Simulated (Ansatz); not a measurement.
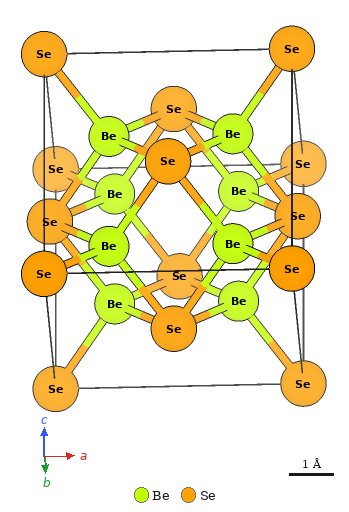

This is the input geometry for a relaxation of solid Be$_{2}$Se (a generated structure, set up in Fm-3m). Style: ball-and-stick. Shown: the conventional cell (4 times the calculation's cell), from a free direction. Lengths and directions refer to the drawn axes.

All numbers below come from DFT PBE, scalar-relativistic, plane waves, PAW (Ansatz).

Input
```yaml
crystal:
  lattice:
    - [0.0, 2.8405382639, 2.8405382639]
    - [2.8405382639, 0.0, 2.8405382639]
    - [2.8405382639, 2.8405382639, 0.0]
  atoms:
    - { symbol: Be, position: [0.75, 0.75, 0.75] }
    - { symbol: Be, position: [0.25, 0.25, 0.25] }
    - { symbol: Se, position: [0.0, 0.0, 0.0] }
basis:
  ecutwfc: 420
kpoints:
  mp_grid: { grid: [14, 14, 14] }
hamiltonian:
  xc: pbe
scf:
  occupations: { method: gaussian, width: 0.1 }
output:
  forces: true
  stress: true
  eigenvalues: true
relax:
  adjacent_minimum: "off"
  f_tol: 0.01
  max_steps: 80
  cell: { stress_tol: 0.05 }
```

Command:
```bash
ansatz run input.yaml --threads 1 --pin off --max-ram 2560MiB --backend cpu --events-out ev --progress --plain --runs-dir out
```

Predict the outcome.

Answer. After 2 accepted moves (3 points after the start) the energy has fallen by 0.6 meV per atom. All forces vanish by symmetry, so only the cell relaxes. The pressure goes from 0.84 to 0.00 GPa. At 1 point the geometry stayed and the basis and grid were re-selected for the new cell (energy shift of less than 0.05 meV per atom at most each time). No atom moves by more than 0.005 Å relative to the cell. The volume changes by +1.6 %, with a = b = c 5.681 → 5.711 Å (+0.5 %). Among the contacts that change: Be1–Se3 2.460 → 2.473 Å. The space group stays Fm-3m (No. 225).

The structure at the end:

```xyz
3
Lattice="0.0000 2.8555 2.8555 2.8555 0.0000 2.8555 2.8555 2.8555 0.0000" Properties=species:S:1:pos:R:3 pbc="T T T"
Be    4.2832    4.2832    4.2832
Be    1.4277    1.4277    1.4277
Se    0.0000    0.0000    0.0000
```
